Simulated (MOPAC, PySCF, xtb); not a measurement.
Potential energy curve for SBe, lowest singlet found (which spin is the ground state isn't settled by this scan).

- PM6, restricted, heats of formation (MOPAC)
- GFN1-xTB (xtb)
- RKS-B3LYP/3-21G = restricted B3LYP/3-21G (PySCF)
- UKS-B3LYP/3-21G = unrestricted B3LYP/3-21G (PySCF 2.14.0)

Energies are in kJ/mol, each relative to the lowest point of its own curve between 1.45 and 2.16 Å, where full CI is lowest.

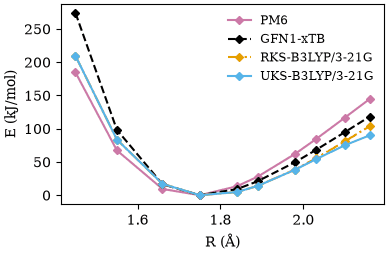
Energy against bond length for each method.

| R / Å | PM6 | GFN1-xTB | RKS-B3LYP/3-21G | UKS-B3LYP/3-21G |
|---|---|---|---|---|
| 1.45 | 184.7 | 274.0 | 209.5 | 209.5 |
| 1.55 | 67.4 | 98.2 | 83.6 | 83.6 |
| 1.66 | 9.4 | 16.5 | 17.1 | 17.1 |
| 1.75 | 0.0 | 0.0 | 0.0 | 0.0 |
| 1.84 | 13.5 | 9.2 | 4.8 | 4.8 |
| 1.89 | 27.9 | 21.1 | 14.1 | 14.1 |
| 1.98 | 62.1 | 49.7 | 38.6 | 38.3 |
| 2.03 | 84.1 | 67.9 | 55.3 | 54.0 |
| 2.10 | 116.6 | 94.8 | 80.8 | 75.1 |
| 2.16 | 144.7 | 118.2 | 103.8 | 90.0 |

At the longest distance, 2.16 Å, PM6 lies highest above its minimum (144.7 kJ/mol) and UKS-B3LYP/3-21G lowest (90.0 kJ/mol).

The scan ran from 1.45 to 6.81 Å; beyond the distances shown full CI changes its symmetry label. The restricted form behind PM6, RKS-B3LYP/3-21G keeps the bonding electrons paired and can't separate into open-shell fragments. The unrestricted determinant behind UKS-B3LYP/3-21G is spin-contaminated at 1.98 to 2.16 Å (<S²> up to 0.8, against 0.00 for a pure singlet).
